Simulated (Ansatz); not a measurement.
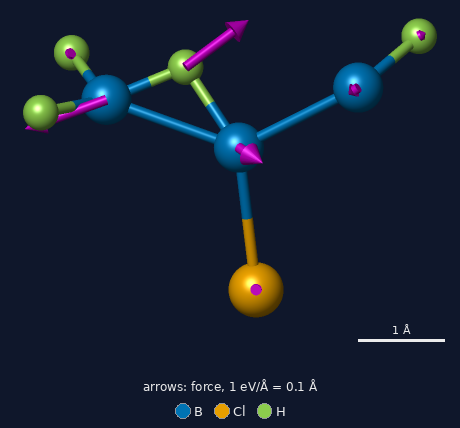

Starting geometry of B3H4Cl with the computed forces as purple arrows. A ball-and-stick model, seen face on.

It is one of the separated reactants of a reaction.

Theory: Ansatz 0.2.0, RKS PBE-D4/def2-SVP. Settings: force threshold 0.03 eV/Å; at most 250 steps.

**Is this structure relaxed? If not, where do the atoms go?**

It isn't relaxed: the largest force vector, on a B atom, is 10.22 eV/Å. The final displacements have little in common with the starting forces (cosine between the two patterns 0.22). The atom that moves furthest after the best rigid fit is an H atom (1.57 Å). Largest moves by element: H 1.57 Å, Cl 1.29 Å, B 1.04 Å. Near-neighbour distances that change, for instance: B–H 1.011 → 2.465 Å, B–Cl 1.778 → 2.946 Å, B–Cl 2.880 → 3.997 Å, B–Cl 2.880 → 1.764 Å. New bonds form: B–Cl (2.88 → 1.76 Å). Bonds break: B–Cl (1.78 → 2.95 Å), B–H (1.01 → 2.47 Å). Among the angles between lasting bonds that change: B–B–H 37.0° → 118.7°, B–B–H 99.7° → 116.1°, B–B–B 131.9° → 125.2°. The energy falls by 5.116 eV in 23 geometry steps. Largest force component: 8.8 eV/Å at the start, 0.018 eV/Å at the end.
